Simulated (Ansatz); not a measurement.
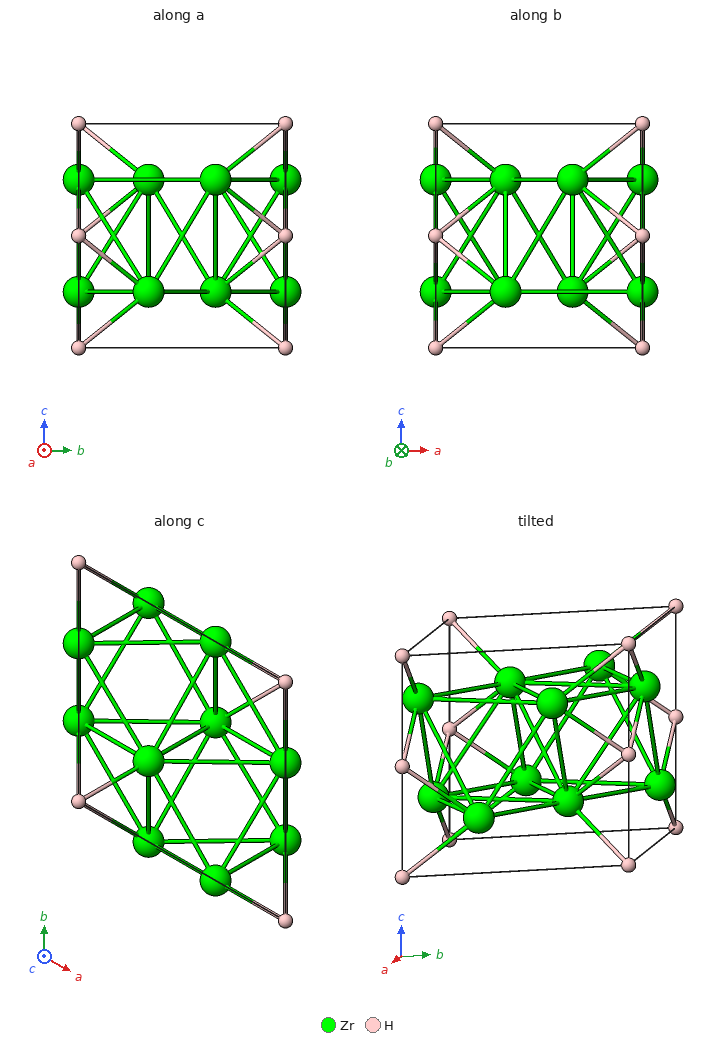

Crystal structure, ball-and-stick style, seen along the a axis, along the b axis, along the c axis and slightly off an axis. The conventional unit cell is outlined; an atom on or near a face, edge or corner is repeated at each equivalent position.

Lattice parameters: a = 5.606 Å, b = 5.606 Å, c = 5.264 Å, α = 90.00°, β = 90.00°, γ = 120.00°.

Put the structure into a table of Wyckoff sites, with free fractional coordinates to two decimals.

Answer. Space group P6_3/mcm (No. 193).
```csv
atom,site,x,y,z
Zr,6g,0.34,0.00,0.25
H,2b,0.00,0.00,0.00
```

Origin of the cell: a structure type filled with these elements by a generator (whether the compound takes this form wasn't checked). Earlier steps of the study, as a rule a relaxation of our own, may have changed the cell and positions, so they can lie some per cent off the listed ones. It was run through Ansatz as a DFT input.
